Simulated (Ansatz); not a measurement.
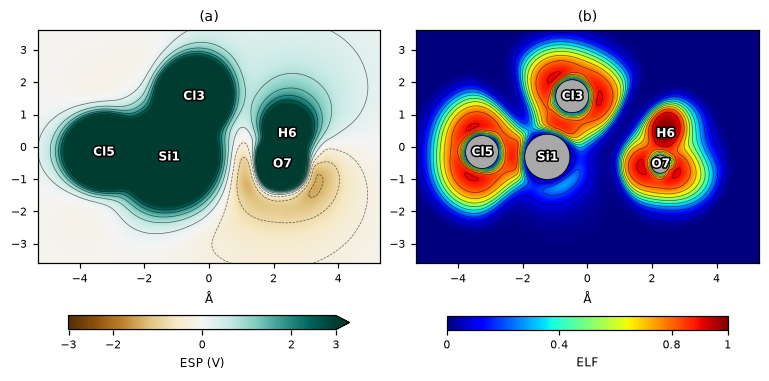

The picture shows: Cl₄Si···H₂O. (a) electrostatic potential; (b) electron localisation function on the plane of atoms Cl3, Si1 and Cl5. Grey discs cover the atomic cores in the ELF map.

The reactant side of a reaction path; geometry: PBE0-D4/def2-TZVP.

All numbers below come from RKS PBE0-D4/def2-TZVPP (Ansatz).

The calculation's input:

```
crystal:
  periodic: [false, false, false]
  atoms:
    - {symbol: Si, position_ang: [0.339296, 1.067512, -0.720422]}
    - {symbol: Cl, position_ang: [2.084074, 0.069886, -0.612816]}
    - {symbol: Cl, position_ang: [-1.083132, -0.072069, -1.609958]}
    - {symbol: Cl, position_ang: [-0.285177, 1.633006, 1.121320]}
    - {symbol: Cl, position_ang: [0.598365, 2.735584, -1.840961]}
    - {symbol: H, position_ang: [-0.745365, -2.240268, 0.590711]}
    - {symbol: O, position_ang: [-0.162167, -1.807447, 1.218486]}
    - {symbol: H, position_ang: [-0.745895, -1.386203, 1.853638]}
basis:
  gaussian: {orbitals: def2-TZVPP}
hamiltonian: {xc: pbe0, dispersion: d4}
output: {orbitals: {seedname: orbitals}}
```

Run with:

```sh
ansatz run in.yaml --threads 8 --pin off --events-out ev --progress --plain --max-ram 19148MiB
```

> Describe what can be read from this map.

The section cuts through Si, Cl, H and O sites. Si1···O7 (3.50 Å): the ELF dips to about 0 between them (a weak contact between the two molecules). Si–Cl (2.03 Å): the ELF peaks at about 0.85 between the atoms; a shared but strongly polarised pair. O–H (0.96 Å): the ELF climbs to about 1 towards the hydrogen, as it does in any bond to H: an ordinary covalent bond to hydrogen. The ELF also peaks beside Cl5, O7 and Cl3, away from the bonds: lone-pair regions. Outside the dense part of the complex the potential is most negative (−1.4 V) near O7.
